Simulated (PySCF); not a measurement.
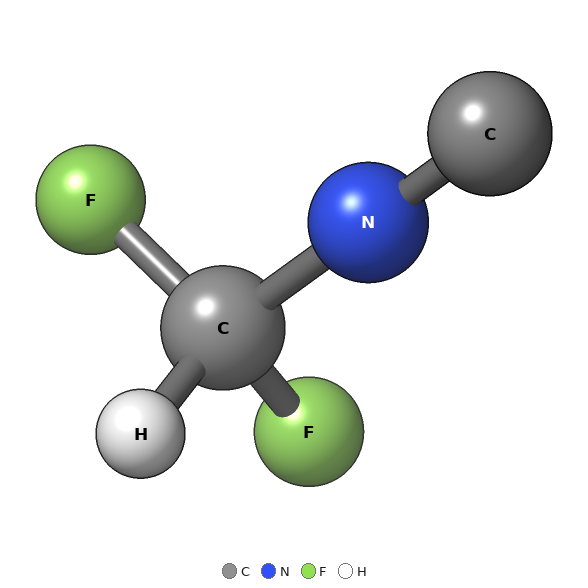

The computed structure is the end point of a GFN2-xTB optimisation. No frequency run is at hand to confirm it as a minimum.

Identify the structure.

Formula C₂HF₂N. As SMILES it reads `[C-]#[N+]C(F)F`. It has no ring. Among its groups: C–F bond. This geometry has Cs symmetry. Coordination: 1 N linear; 1 C tetrahedral.

The parts below concern this one geometry. Atoms keep their numbers from picture to picture.

### Geometry

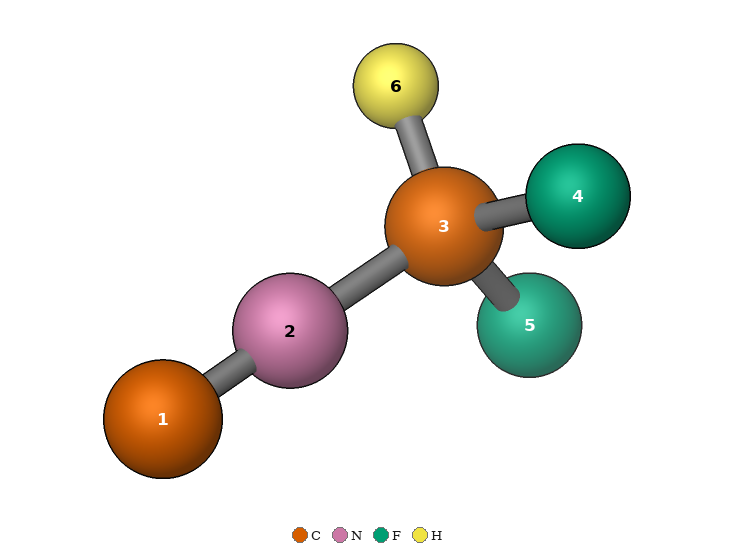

Atoms carry their numbers in the input. No frequency run is at hand to confirm it as a minimum.

Estimate the angles C1–N2–C3, N2–C3–F4, N2–C3–H6, F4–C3–F5, F4–C3–H6.

| angle | degrees |
| --- | --- |
| C1–N2–C3 | 179.3 |
| N2–C3–F4 | 110.4 |
| N2–C3–H6 | 111.0 |
| F4–C3–F5 | 107.2 |
| F4–C3–H6 | 108.9 |

### Polarisability

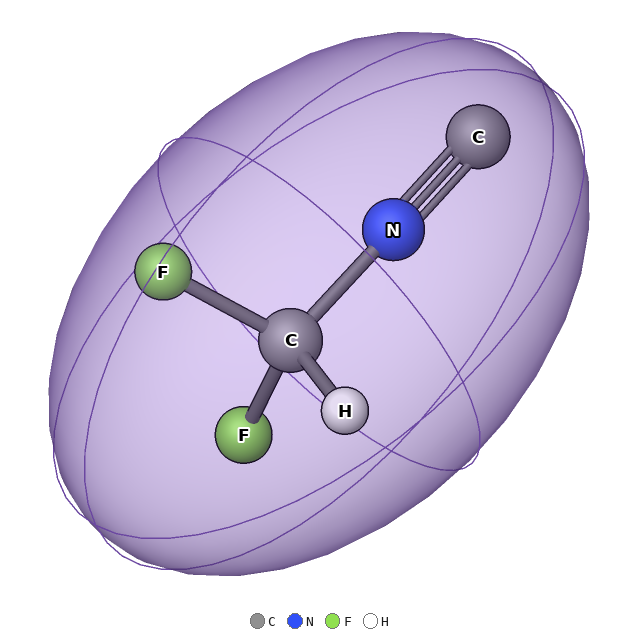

The ellipsoid shows the static dipole polarisability: its half-axes are proportional to the principal values. No frequency run is at hand to confirm it as a minimum. Level of theory: CAM-B3LYP/def2-SVPD (PySCF 2.14.0).

Question: How large and how anisotropic is the polarisability?

Answer: Principal values 26.2, 27.4, 40.2 bohr³; mean 31.2 bohr³ (4.63 Å³); anisotropy 13.4 bohr³, so the longest axis is 1.53 times the shortest.

### Core levels

No frequency run is at hand to confirm it as a minimum. Method: delta-SCF UKS SCAN, pcX-2 on the ionised atom, pcseg-1 elsewhere, spin-free X2C (PySCF 2.14.0).

Give the core-electron binding energies (to vacuum) of C1 1s, N2 1s, C3 1s, F4 1s.

| atom | level | binding energy (eV) |
| --- | --- | --- |
| C1 | 1s | 293.8 |
| N2 | 1s | 407.6 |
| C3 | 1s | 298.5 |
| F4 | 1s | 694.4 |

### Excitation

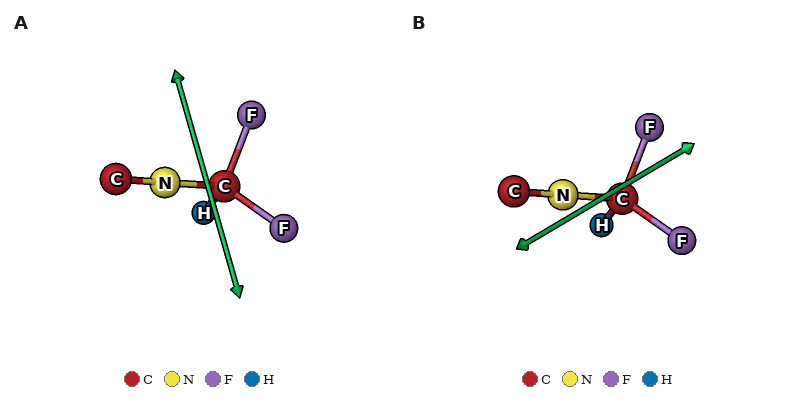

The double arrows show the directions of two transition dipoles from the ground state (lengths mean nothing). No frequency run is at hand to confirm it as a minimum. Properties computed with TDDFT CAM-B3LYP/def2-SVPD, vertical, gas phase, core orbitals frozen in the response (PySCF 2.14.0).

Question: One belongs to singlet state 1 and one to singlet state 2. Which is which?

Answer: A: state 1, 7.70 eV (161 nm), oscillator strength 0.063, mainly HOMO → LUMO+1 (weight 0.96).
B: state 2, 7.88 eV (157 nm), oscillator strength 0.061, mainly HOMO → LUMO (weight 0.84).
